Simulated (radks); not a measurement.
The Mg⁺ ion; electrons: [Ne] 3s1 (high spin). Level of theory: scalar-relativistic Kohn-Sham, LB94 model potential, spin-polarised, spherical densities, finite nucleus. Computed with the in-house radial solver radks.

Wanted: the number of electrons inside radius r (solid) and the radial density 4πr²ρ (dashed).

The count levels off at 11 electrons. Half of them lie within 0.572 bohr, 90 % within 1.53 bohr and 99 % within 3.96 bohr. The radial density has a minimum at 0.239 bohr, where the count stands at 2.2; this parts the shells that the density resolves.

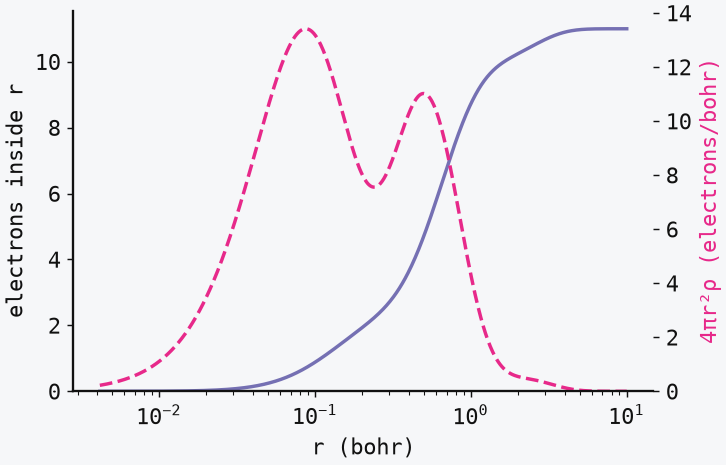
